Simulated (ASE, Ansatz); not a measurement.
## Localised basis functions on AlP(110) slab, H on both faces (240 atoms)

Wanted: errors and times of a linear-scaling basis for AlP(110) slab, H on both faces (240 atoms). A setting counts as converged where the r.m.s. difference of forces stays under 1 % of the r.m.s. force.

Calculated with Ansatz 0.2.0; Kohn-Sham DFT, PBE, PAW (set soft_2), plane waves.

**1. The starting structure**

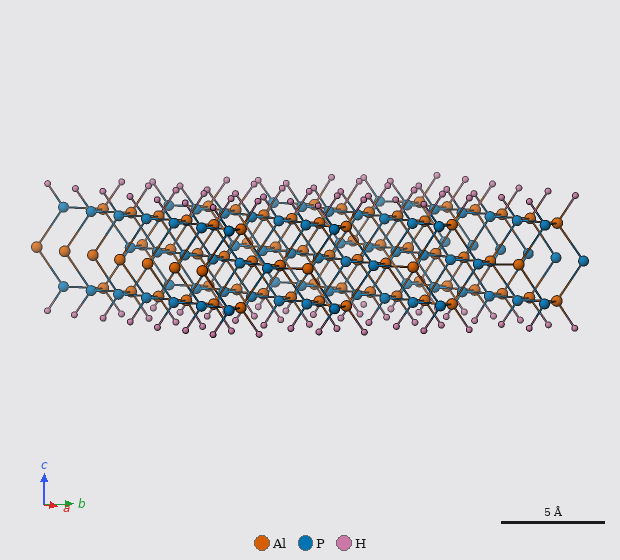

The cell as given, from the side, with the c axis up (aluminium orange, phosphorus blue, hydrogen pink). Bonds to atoms that aren't drawn are left out. Some periodic images of atoms are drawn too.

The cell holds 240 atoms: 72 Al, 72 P and 96 H. Its edges and angles: a = 23.178 Å, b = 21.852 Å, c = 18.443 Å, α = 90.0°, β = 90.0°, γ = 90.0°. It derives from AlP (zinc-blende). Zinc-blende AlP (a = 5.463 Å), (110) slab of 3 atomic planes, 6 x 4 surface cells, H on the broken bonds of both faces, 12 Å of vacuum; displaced by a Gaussian of 0.02 Å. Regions: slab, 144 atoms (72 Al and 72 P); hydrogen, 96 atoms (96 H). Vacuum lies along c.

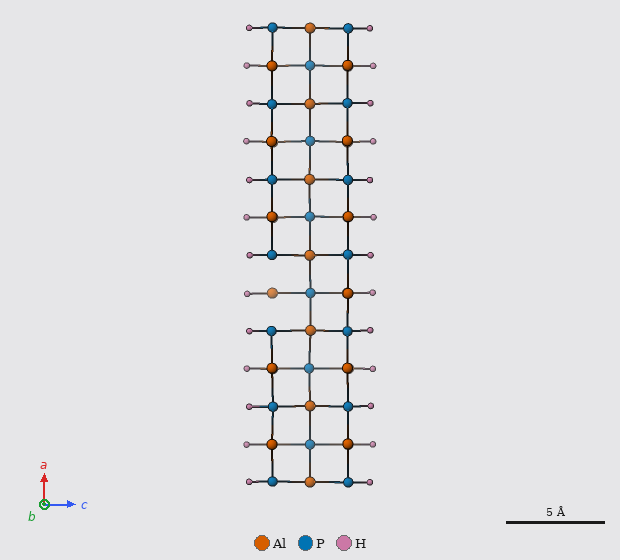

A slice 6 Å thick through the middle of the cell.

Before any run, some limits are plain. Caps of real hydrogen don't mimic the fractional bonds of a polar compound, so surface states and strained caps may belong to the model. Beside vacuum, support functions can miss their usual error bounds without a warning. The Brillouin zone is sampled at Γ only, in a cell whose shortest periodic width is 22 Å.

**2. Plane-wave single point**

This run is the reference for what follows, at a cutoff of 420 eV.

The input, input.yaml:

```yaml
crystal:
  lattice:
    - [23.17755, 0.0, 0.0]
    - [0.0, 21.852, 0.0]
    - [0.0, 0.0, 18.44305]
  atoms:
    - { symbol: Al, position: [0.91689, 0.13373, 0.39585] }
    - { symbol: P, position: [0.99932, 0.07366, 0.39513] }
    - { symbol: Al, position: [0.99972, 0.01007, 0.50101] }
    - { symbol: P, position: [0.91514, 0.19771, 0.49858] }
    - { symbol: Al, position: [0.91589, 0.13467, 0.60318] }
    - { symbol: P, position: [0.99954, 0.07352, 0.6049] }
    - { symbol: Al, position: [0.08313, 0.13515, 0.39506] }
    - { symbol: P, position: [0.16835, 0.07275, 0.39518] }
    - { symbol: Al, position: [0.165, 0.01125, 0.50011] }
    - { symbol: P, position: [0.08312, 0.19886, 0.50072] }
    - { symbol: Al, position: [0.08377, 0.13423, 0.60405] }
    - { symbol: P, position: [0.16527, 0.07403, 0.60379] }
    - { symbol: Al, position: [0.91657, 0.38439, 0.39503] }
    - { symbol: P, position: [0.00024, 0.32379, 0.3942] }
    - { symbol: Al, position: [0.9998, 0.26057, 0.50111] }
    - { symbol: P, position: [0.91761, 0.44871, 0.5] }
    - { symbol: Al, position: [0.91581, 0.38461, 0.60483] }
    - { symbol: P, position: [0.99946, 0.32329, 0.60388] }
    - { symbol: Al, position: [0.24938, 0.13597, 0.39652] }
    - { symbol: P, position: [0.33288, 0.07304, 0.39583] }
    - { symbol: Al, position: [0.33391, 0.01184, 0.50064] }
    - { symbol: P, position: [0.24879, 0.19809, 0.49947] }
    - { symbol: Al, position: [0.2508, 0.1354, 0.60522] }
    - { symbol: P, position: [0.33387, 0.07346, 0.60319] }
    - { symbol: Al, position: [0.08269, 0.38596, 0.3952] }
    - { symbol: P, position: [0.16749, 0.32261, 0.395] }
    - { symbol: Al, position: [0.16659, 0.262, 0.49939] }
    - { symbol: P, position: [0.08265, 0.44706, 0.50007] }
    - { symbol: Al, position: [0.08257, 0.38485, 0.60528] }
    - { symbol: P, position: [0.1655, 0.32381, 0.60449] }
    - { symbol: Al, position: [0.91662, 0.63539, 0.39468] }
    - { symbol: P, position: [0.00104, 0.57462, 0.39634] }
    [... 202 atom lines left out ...]
    - { symbol: H, position: [0.58259, 0.92537, 0.67356] }
    - { symbol: H, position: [0.6665, 0.78575, 0.66705] }
    - { symbol: H, position: [0.75149, 0.92884, 0.32281] }
    - { symbol: H, position: [0.83193, 0.78562, 0.33215] }
    - { symbol: H, position: [0.75032, 0.92842, 0.6757] }
    - { symbol: H, position: [0.83318, 0.78553, 0.66757] }
kpoints:
  mp_grid: { grid: [1, 1, 1] }
hamiltonian:
  xc: pbe
scf:
  occupations: { method: gaussian, width: 0.025 }
output:
  forces: true
  populations: true
  dos:
    method: { smearing: { sigma: 0.08 } }
    de: 0.1
    projected: { site_lists: { Al: [Al], H: [H], P: [P] } }
  eigenvalues: true
  write_density: true
  write_potential: true
  volumetric_format: npy
```

The run is started by

```console
$ ansatz run input.yaml --threads 8 --pin off --max-ram 15872MiB --backend cpu --events-out ev --progress --plain --runs-dir out
```

Numbers of over 12 decimals in the logs are rounded to 6 here.

Output:

```text
Engine: ansatz 0.2.0, aarch64-unknown-linux-gnu
Pseudopotentials: kind: paw
Pseudopotential: Al, paw, valence charge 3, recommended cutoff 420 eV (normal), Al.paw.azcp
Pseudopotential: P, paw, valence charge 5, recommended cutoff 420 eV (normal), P.paw.azcp
Pseudopotential: H, paw, valence charge 1, recommended cutoff 420 eV (normal), H.paw.azcp
[... 5 lines on functional and potentials left out ...]
Crystal: 240 atoms, lattice volume = 9340.959 Å³
Basis set: ecut = 420 eV, 182629 PW (Γ), exchange–correlation on 320×300×250 points (8 copies of the dense FFT grid, shifted against one another)
Bands: 576, of which v1, the nominal top of the filled ones, is band 336 counted from 1 (335 counted from 0)
Symmetry: 1 space group operations
Space group: P1 (ITA 1), of the structure as read, at distance tolerance 2.1e-4 Å
k-points: 1
[... 7 lines on functional and potentials left out ...]
Initial density: superposition of atomic densities (neutral atoms: chi_scale 0, normalization atom), corrected by the library's trained network
Initial wavefunctions: pseudopotential atomic-orbital guess
Functional: x = pbe(κ = 0.804, μ = 0.219515), c = pbe(β = 0.066725)
SCF iter   1: F=—  HF=-94689.036284 eV  |F-HF|=—  |Δ(HF+E_count)|=         —  Δρ=1.98e-3  dr2=1.34e0  ethr=1.77e-3  ⟨swp⟩=8.0  Hψ=3316  notcnv=0  defer=168
preconditioner: auto → Resta (q_TF=auto, 1.759 Å⁻¹)  ε∞=2.2  [insulator: Δε(μ)=2.551 eV  Ē_g=9.055 eV  σ=0.025 eV  W_gap=1.00  n_scr=854 (ndim 8)  ℏωp=10.0 eV  f_vac=0.528  D(μ)=0.00/eV (n_scr^D=0)  ε∞_Penn≈2.2  vacuum switching on, ρ_ref=5.9e-3 e/Å³]
SCF iter   2: F=—  HF=-94688.780607 eV  |F-HF|=—  |Δ(HF+E_count)|=   2.56e-1  Δρ=6.97e-4  dr2=8.39e-2  ethr=1.99e-4  ⟨swp⟩=3.0  Hψ=870  notcnv=0  defer=234
SCF iter   3: F=—  HF=-94688.797600 eV  |F-HF|=—  |Δ(HF+E_count)|=   1.70e-2  Δρ=3.21e-4  dr2=1.61e-2  ethr=1.25e-5  ⟨swp⟩=2.0  Hψ=612  notcnv=0  defer=234
SCF iter   4: F=—  HF=-94688.811494 eV  |F-HF|=—  |Δ(HF+E_count)|=   1.39e-2  Δρ=9.51e-5  dr2=1.54e-3  ethr=2.39e-6  ⟨swp⟩=3.0  Hψ=678  notcnv=0  defer=234
SCF iter   5: F=—  HF=-94688.812078 eV  |F-HF|=—  |Δ(HF+E_count)|=   5.84e-4  Δρ=2.47e-5  dr2=1.97e-4  ethr=2.28e-7  ⟨swp⟩=2.0  Hψ=606  notcnv=0  defer=234
SCF iter   6: F=—  HF=-94688.812091 eV  |F-HF|=—  |Δ(HF+E_count)|=   1.32e-5  Δρ=1.10e-5  dr2=4.39e-5  ethr=2.94e-8  ⟨swp⟩=3.0  Hψ=642  notcnv=0  defer=234
SCF iter   7: F=—  HF=-94688.811523 eV  |F-HF|=—  |Δ(HF+E_count)|=   5.68e-4  Δρ=3.40e-6  dr2=1.48e-6  ethr=6.53e-9  ⟨swp⟩=2.0  Hψ=804  notcnv=0  defer=234
SCF iter   8: F=—  HF=-94688.811526 eV  |F-HF|=—  |Δ(HF+E_count)|=   3.00e-6  Δρ=1.02e-6  dr2=2.85e-7  ethr=2.20e-10  ⟨swp⟩=2.0  Hψ=678  notcnv=0  defer=234
SCF iter   9: F=-94688.811526 eV  HF=-94688.811526 eV  |F-HF|=4.76e-9  |Δ(HF+E_count)|=   1.02e-7  Δρ=3.39e-7  dr2=3.34e-8  ethr=1.49e-11  ⟨swp⟩=27.0  Hψ=7241  notcnv=0
SCF 1 converged in 9 iterations: F = -94688.811526 eV  dr2 = 3.34e-8
  greatest PAW one-centre occupation: 0.780 electrons in one spin orbital (limit 2), on the P atom at site 69 (counted from 0), in its partial waves of l = 0
WARN: The output density's exchange-correlation potential varies sharply where the density is thin. Do not read a vacuum level from v_tot or v_xc, or from such a field of the output density. On a cell that repeats whose density bears no net charge and no dipole along the vacuum's axis use v_es (v_loc + v_h of the components); [...]
SCF converged after 9 iterations
Free energy (F): -94688.811526 eV
Harris-Foulkes:  -94688.811526 eV  (|F-HF|=4.76e-9)
Internal energy: -94688.811526 eV  (E = F + TS)
E sigma→0 (E₀):  -94688.811526 eV
Fermi energy:    -0.995467 eV
--- Per-component energies (eV) ---
  E_band       = -4405.531278
  E_kinetic    = 8020.374326
  E_local      = -108032.318904  (includes V_loc(G=0)·N_el)
  E_nonlocal   = 3376.483596
  E_hartree    = 50329.816355
  E_xc         = -8136.953608
  E_vxc        = -7542.071963  (∫ρ·V_xc dr)
  E_paw        = -74716.447397  (= ΣΔE_a)
  E_vpaw       = -887.510094  (= ΣTr[D̂ρ^β])
  E_aug_tail   = -0.115218  (compensation charges beyond the density's cutoff)
  E_ewald      = 34470.349324
  E_smearing   = -0.000000  (= −TS)
  E_closure    = -0.000000  (closes the sum)
  Σ components = -94688.811526   (vs F -94688.811526, Δ=0.00e0)
--- Forces (eV/Å), atoms counted from 1 ---
  atom   1  Al    -0.38063714     0.93092022    -0.96794563
  atom   2  P      0.31831348    -0.53781311     0.42301536
  atom   3  Al     0.32435355    -0.31878222    -0.15545437
  atom   4  P      0.57899763    -0.45988605     0.23031004
  atom   5  Al    -0.03351053     0.62808062     0.71204879
  atom   6  P      0.05620595    -0.20977003    -0.38886093
  atom   7  Al     0.22950118     0.45456263    -0.27622709
  atom   8  P     -0.60825153    -0.29781372    -0.02553761
  atom   9  Al     0.31187005    -0.79620459    -0.04940451
  atom  10  P      0.06570010    -0.59377120    -0.16635304
  atom  11  Al    -0.37217774     1.08069301     0.77497627
  atom  12  P      0.62355859     0.01159693    -0.65081756
  atom  13  Al     0.09756094     0.72693463    -0.44051496
  atom  14  P     -0.04283081     0.10157394     1.38803554
[...]
atom 239  H     -0.00805199     0.05647555     0.06293882
  atom 240  H     -0.00388013    -0.17007459     0.18521878
  max |Σ_I F_I| component: 2.97e-4 eV/Å
--- Band table (eV) ---
  k-point 0: bands = ["-13.4356", "-13.2852", "-13.2741", "-13.2520", [... 560 levels ...], "3.8763", "3.8868", "3.8889", "3.8964", "3.8977", "3.9088", "3.9151", "3.9248", "3.9324", "3.9430", "3.9461", "3.9705"]
--- Löwdin populations: 240 sites ---
  site symbol       q [e]
     0     Al      2.6039
     1      P      5.1483
     2     Al      2.5992
[...]
239      H      0.9188
  spilling = 0.011326 (of n_electrons = 672.000000)
```

The job ended after 2.4 min (8 threads of Arm Neoverse V2, shared host; peak memory 12 GiB; 18 min of CPU time).

In the SCF lines HF is the Harris–Foulkes energy and dr2 the Hartree energy of the density residual, in eV; the loop may stop once dr2 is under the threshold and the program's other checks hold. Hψ counts applications of the Hamiltonian.

The program notes that the exchange-correlation potential is rough where the density is thin.

The run gave:

```yaml
free_energy: -94688.8115 eV
free_energy_per_atom: -394.5367 eV/atom
scf_cycles: 9
r_m_s_force_component: 0.3967 eV/Å
longest_force: 2.001 eV/Å
fermi_energy: -0.9955 eV
spacing_of_highest_filled_and_lowest_empty_level: 2.59 eV
potential_in_mid_vacuum_over_the_fermi_level: 4.57 eV
potential_4p5_a_over_the_upper_face: 4.571 eV
potential_4p5_a_under_the_lower_face: 4.57 eV
spilling_of_the_projection: 0.01133
```

Length of the force by element:

| element | coordination | atoms | mean length of the force (eV/Å) | spread | least | most |
| --- | --- | --- | --- | --- | --- | --- |
| Al | all | 72 | 0.736 | 0.311 | 0.194 | 1.48 |
| H | all | 96 | 0.401 | 0.331 | 0.0286 | 1.57 |
| P | all | 72 | 0.692 | 0.309 | 0.208 | 2.00 |

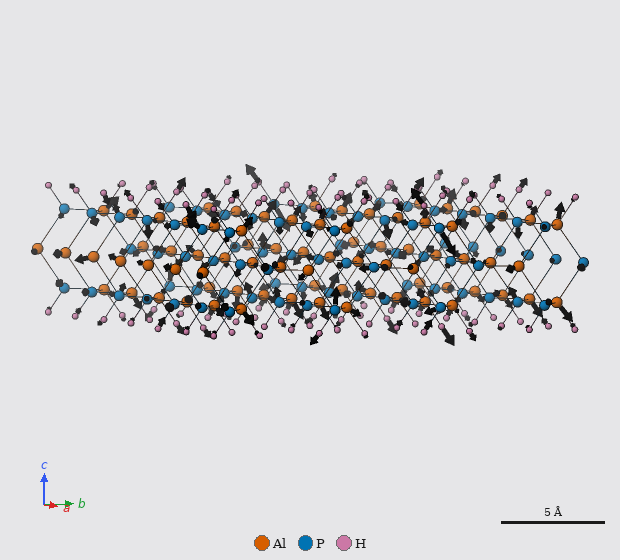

Forces as arrows; the longest in the cell is 2.00 eV/Å. Bonds to atoms that aren't drawn are left out. Some periodic images of atoms are drawn too.

Löwdin charges by element (they lack the spilled electrons, 0.032 e an atom on average):

| element | coordination | atoms | mean charge (e) | spread | least | most |
| --- | --- | --- | --- | --- | --- | --- |
| Al | all | 72 | 0.406 | 0.0102 | 0.385 | 0.438 |
| H | all | 96 | -0.0563 | 0.136 | -0.205 | 0.0831 |
| P | all | 72 | -0.225 | 0.105 | -0.377 | -0.145 |

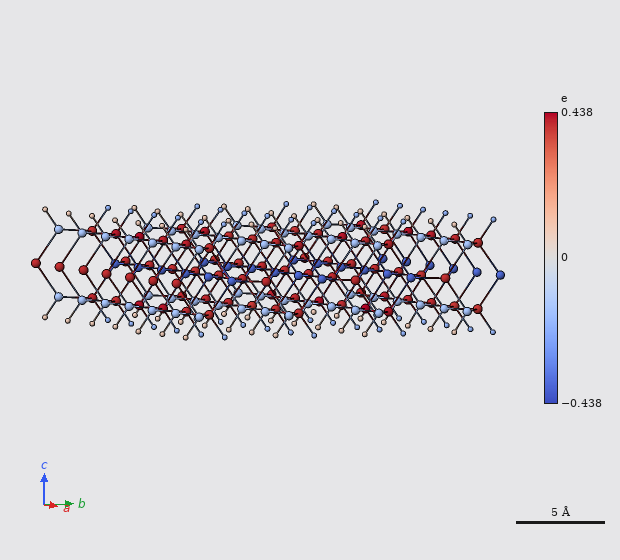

Atoms coloured by Löwdin charge. Bonds to atoms that aren't drawn are left out. Some periodic images of atoms are drawn too.

By region:

| region | atoms | mean length of the force (eV/Å) |
| --- | --- | --- |
| slab | 144 | 0.714 |
| hydrogen | 96 | 0.401 |

States in the cell by windows of 1 eV, zero at the Fermi level; the larger projections on atomic orbitals stand beside the total:

| from (eV) | to (eV) | total | P p | Al p | H s | Al s | P s |
| --- | --- | --- | --- | --- | --- | --- | --- |
| -13 | -12 | 19.2 | 0.2 | 2.5 | 2.0 | 4.2 | 10.1 |
| -12 | -11 | 84.4 | 1.3 | 15.4 | 11.1 | 6.7 | 49.2 |
| -11 | -10 | 40.4 | 0.6 | 10.4 | 1.3 | 2.7 | 25.2 |
| -10 | -7 | 0.0 | 0.0 | 0.0 | 0.0 | 0.0 | 0.0 |
| -7 | -6 | 101.6 | 50.1 | 5.0 | 17.5 | 27.1 | 0.7 |
| -6 | -5 | 58.3 | 29.3 | 6.0 | 9.5 | 10.2 | 2.7 |
| -5 | -4 | 70.1 | 35.1 | 11.4 | 14.2 | 4.4 | 4.0 |
| -4 | -3 | 111.5 | 60.3 | 31.0 | 12.7 | 4.4 | 1.8 |
| -3 | -2 | 137.6 | 76.5 | 34.4 | 22.9 | 1.4 | 0.9 |
| -2 | -1 | 48.9 | 27.9 | 9.6 | 10.3 | 0.2 | 0.2 |
| -1 | 1 | 0.0 | 0.0 | 0.0 | 0.0 | 0.0 | 0.0 |
| 1 | 2 | 38.4 | 4.0 | 14.4 | 5.1 | 3.0 | 5.6 |
| 2 | 3 | 107.2 | 16.2 | 35.7 | 11.1 | 12.2 | 11.6 |
| 3 | 4 | 141.6 | 26.6 | 44.1 | 15.3 | 16.0 | 8.9 |

The curve was stored every 0.100 eV, coarse against its broadening of 0.08 eV, so these counts are rough.

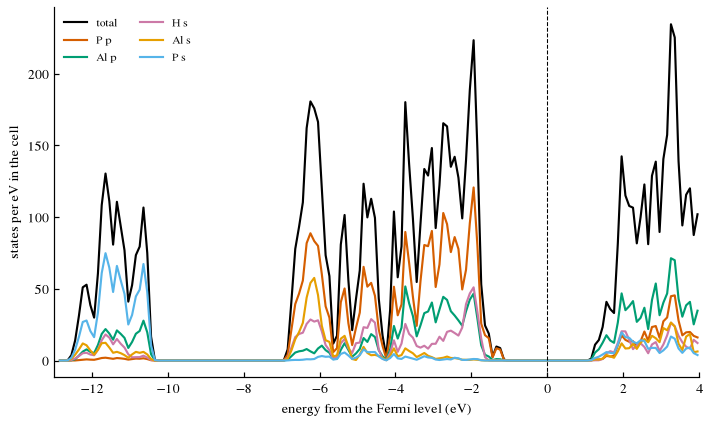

Total and projected density of states, with the broadening of the input.

The levels nearest the highest filled one (over half full), pooled over k-points and spins:

| level less the highest filled one (eV) | occupation |
| --- | --- |
| -0.490 | 2 |
| -0.471 | 2 |
| -0.448 | 2 |
| -0.304 | 2 |
| -0.283 | 2 |
| 0 | 2 |
| 2.59 | 0 |
| 2.73 | 0 |
| 2.83 | 0 |
| 2.85 | 0 |
| 2.92 | 0 |
| 2.93 | 0 |

Planar average of the electrostatic potential energy along the normal, with the Fermi level as zero, after a running mean with a triangular window 4 Å wide at its base:

| height (Å) | potential energy (eV) |
| --- | --- |
| 0.0 | 4.57 |
| 0.7 | 4.57 |
| 1.5 | 4.57 |
| 2.2 | 4.57 |
| 3.0 | 4.56 |
| 3.7 | 4.52 |
| 4.4 | 4.22 |
| 5.2 | 3.22 |
| 5.9 | 1.04 |
| 6.6 | -1.42 |
| 7.4 | -3.27 |
| 8.1 | -3.91 |
| 8.9 | -4.06 |
| 9.4 | -4.08 |
| 10.2 | -3.96 |
| 10.9 | -3.50 |
| 11.7 | -1.86 |
| 12.4 | 0.53 |
| 13.1 | 2.88 |
| 13.9 | 4.11 |
| 14.6 | 4.50 |
| 15.3 | 4.56 |
| 16.1 | 4.57 |
| 16.8 | 4.57 |
| 17.6 | 4.57 |
| 18.3 | 4.57 |

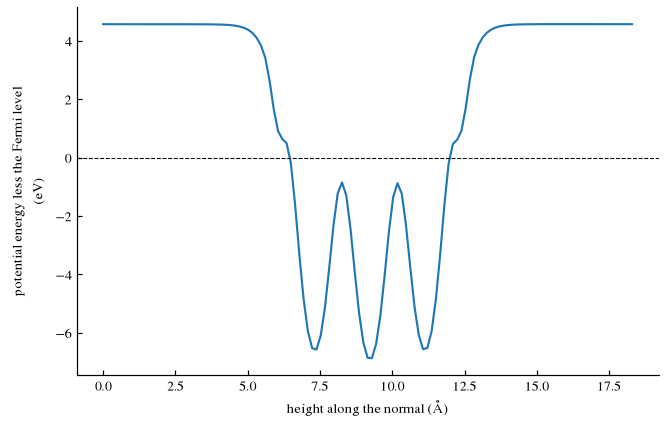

Planar average of the electrostatic potential energy; the dashed line is the Fermi level.

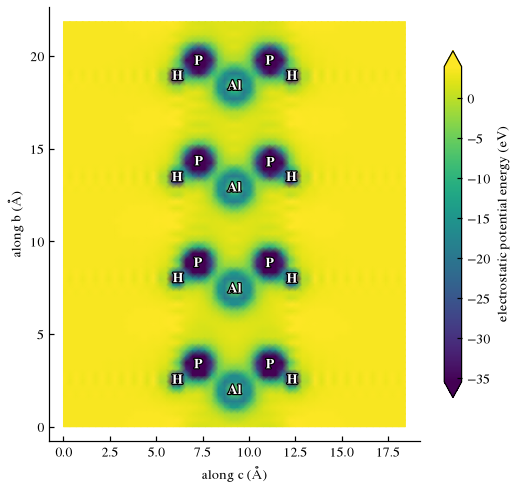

Electrostatic potential energy in the cb plane at fractional x = 0.000, with atoms of P and Al and H within 0.2 Å of it. With pseudopotentials it is smooth inside the atoms' cores, unlike the true potential. The map starts off the cell's origin, so that atoms lie inside it.

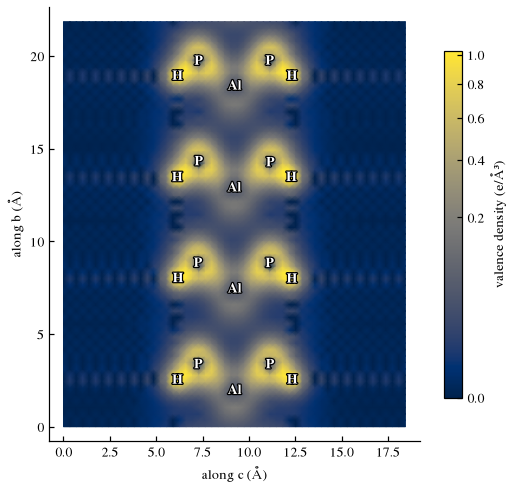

Valence density in the cb plane at fractional x = 0.000, with atoms of P and Al and H within 0.2 Å of it. It is the smooth field of the valence electrons, not physical close to the nuclei. The map starts off the cell's origin, so that atoms lie inside it. The colour scale is stretched toward low values.

Mean Löwdin charges: Al +0.41, H -0.06, P -0.22 e (they miss 1.1 % of the electrons, so they add up to more than the cell's charge). Charges this small depend on the projection, at times even in sign. The largest share in the top eV of filled states is P p (54 % of the projected weight), and in the lowest eV of empty states Al p (44 % of the projected weight). The potential stands 5.87 eV above the highest filled level over the upper face and 5.86 eV under the lower one, a reading of the ionisation potential at this level.

[end of part 1 of 2]

[Logs are printed without paths, hosts, clocks, repeated set-up lines and the standing remarks that a program may print on its own settings, such as how far it seeks lower states.]

[Hosts, paths, dates, database ids (printed as entryN), source tags and the programs' standing remarks are cut or masked in the printed files.]
